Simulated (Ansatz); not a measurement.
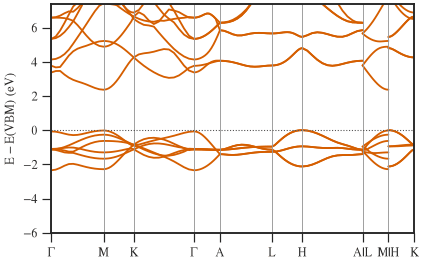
Figure: Band structure from LDA in the plane-wave PAW code Ansatz

Task: Read off the gap and where the band edges lie.

Result: About 2.4 eV (2.37 eV by a search for the band edges); maximum at H, minimum at M.

Task: Pick the material that matches.
(A) BaO, NiAs type
(B) ZnO, P6_3/mmc (Zn on 2b, O on 2c)
(C) MgO, P6_3/mmc (Mg on 2c, O on 2d)
(D) GaS, P6_3/mmc (Ga on 4f, S on 4f)

Result: A, BaO, NiAs type

The workflow started from a Materials Project entry (that database holds measured and hypothetical structures alike); the Crystallography Open Database copy checked does not list it. It is not the phase usual at ambient conditions (space group No. 225). The cell was relaxed with LDA under the symmetry of its start; its stability against distortions is not shown here. Spin–orbit coupling is left out wherever it is not named.

Potentials: the later of the program's two PAW sets.
